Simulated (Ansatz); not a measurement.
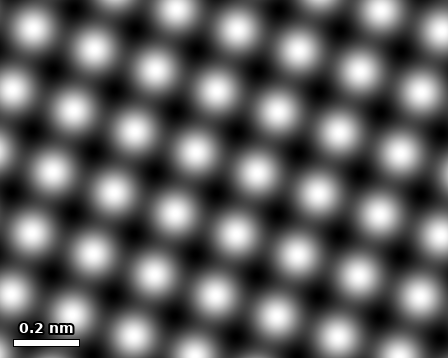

iDPC-like image of Al (Fm-3m, No. 225). Simulated as the projected potential of neutral atoms (B = 0.8 Å²) blurred by a 0.85 Å probe, the thin-sample limit of integrated differential phase contrast. The display is stretched by a gamma of 0.8; percentages refer to the linear signal. Atomic positions: a calculation's starting geometry.

```cif
data_structure
_symmetry_space_group_name_H-M 'P 1'
_symmetry_Int_Tables_number 1
_cell_length_a 4.0421
_cell_length_b 4.0421
_cell_length_c 4.0421
_cell_angle_alpha 90.000
_cell_angle_beta 90.000
_cell_angle_gamma 90.000
_cell_volume 66.04
loop_
_atom_site_label
_atom_site_type_symbol
_atom_site_fract_x
_atom_site_fract_y
_atom_site_fract_z
_atom_site_occupancy
Al1 Al 0.00000 0.00000 0.00000 1
Al2 Al 0.00000 0.50000 0.50000 1
Al3 Al 0.50000 0.00000 0.50000 1
Al4 Al 0.50000 0.50000 0.00000 1
```

**Which beam direction gives this image, [110], [211], [111] or [001]? (Directions equivalent by symmetry count as one.)**

[001]. The projected cells are 2.48 × 2.48 Å, 109° for [110]; 1.43 × 2.33 Å, 90° for [211]; 1.65 × 1.65 Å, 120° for [111]; 2.02 × 2.02 Å, 90° for [001], and the image repeats as the [001] one does.
